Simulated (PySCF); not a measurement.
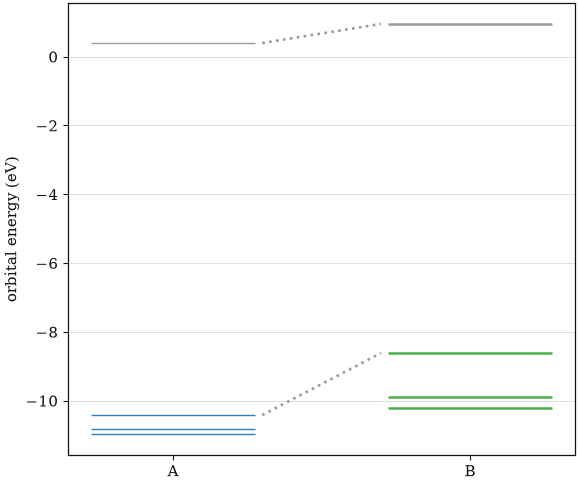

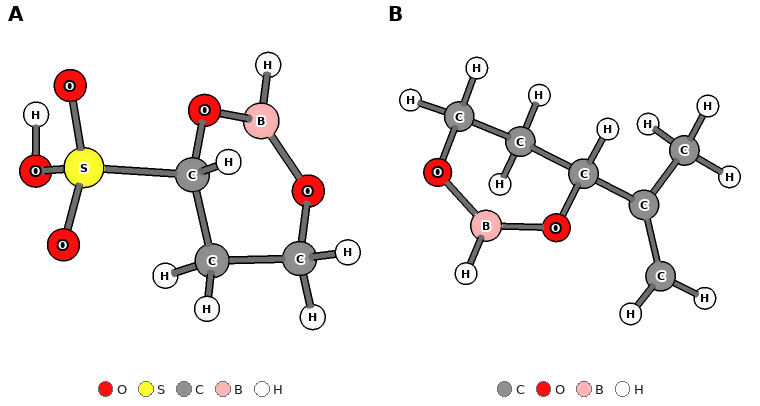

Related molecules: A is C₃H₇BO₅S, SMILES O=S(=O)(O)[C@H]1CCOBO1; B is C₆H₁₁BO₂, SMILES C=C(C)[C@H]1CCOBO1. Frontier orbital energies, CAM-B3LYP/def2-SVPD in PySCF 2.14.0, at a PBE0-D3(BJ)/def2-SVP geometry (no frequency check); drawn are at most three filled levels and, in grey, the LUMO with any level within 0.03 eV of it; dotted lines join the HOMOs and the LUMOs.

### What does the change do to the frontier levels?

From A to B the HOMO rises by 1.81 eV and the LUMO rises by 0.56 eV, so the separation goes from 10.82 to 9.56 eV.

### Does the ΔSCF ionisation energy follow the HOMO?

A: −ε(HOMO) 10.42, ΔSCF 11.18 eV; B: −ε(HOMO) 8.61, ΔSCF 9.37 eV.

Caveats, for all or some of the runs: empty levels above zero depend strongly on the basis; one conformer of a flexible molecule.
